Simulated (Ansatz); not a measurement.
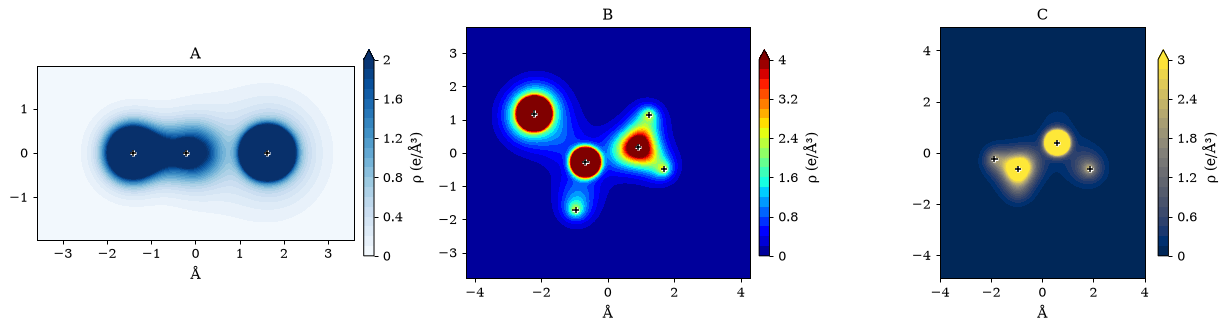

The total electron density of 3 systems, each on a plane through atoms (crosses mark nuclei in the plane).

Computed with Ansatz 0.2.0, isolated molecule in a Gaussian basis; Kohn-Sham density functional theory, functional PBE0.

System 1: CGeO (charge −1, doublet), a plane that holds the molecular axis. Geometry: PBE0-D3(BJ)/def2-SVPD; the highest occupied orbital lies above zero, a sign that basis and functional describe the outermost electron poorly.

```xyz
3

C     0.0000    0.0000   -0.2150
Ge    0.0000    0.0000    1.6255
O     0.0000    0.0000   -1.4106
```

System 2: AlH5NS (SMILES [NH2][AlH2-][SH]) (charge −1), the plane of atoms N2, Al1 and H5. Geometry: PBE0-D3(BJ)/def2-SVPD.

```csv
atom,x (Å),y (Å),z (Å)
Al,0.2363,0.0897,0.8299
N,1.5373,1.3711,1.1645
S,0.6862,-0.9309,-1.2499
H,1.3976,2.3224,0.8437
H,-1.1971,0.8654,0.7725
H,0.2644,-1.1449,1.8943
H,2.5253,1.1535,1.0982
H,0.1968,-2.1437,-0.9094
```

System 3: BrH3NSi (charge +1), the molecular plane. Geometry: r2SCAN-D4/def2-SVP.

```xyz
6

Br    2.1249   -3.6526   -0.2678
N     0.9393   -0.7011   -1.0842
Si    0.7336   -2.3385   -1.1839
H     0.2907   -0.0369   -1.5129
H     1.7117   -0.2415   -0.5983
H    -0.4346   -2.8392   -1.9220
```

Which map belongs to which system?

Answer. Panel A is system 1, CGeO: the plane holds C, Ge and O. C–O (1.20 Å): ρ at the midpoint is about 3.5 e/Å³. Panel B is system 3, BrH3NSi: the plane holds Br, N, Si and H. Si–N (1.65 Å): the density is about 1.3 e/Å³ at the midpoint. Panel C is system 2, AlH5NS: the plane holds Al, N and H. Al–N (1.86 Å): the density is about 0.73 e/Å³ at the midpoint.
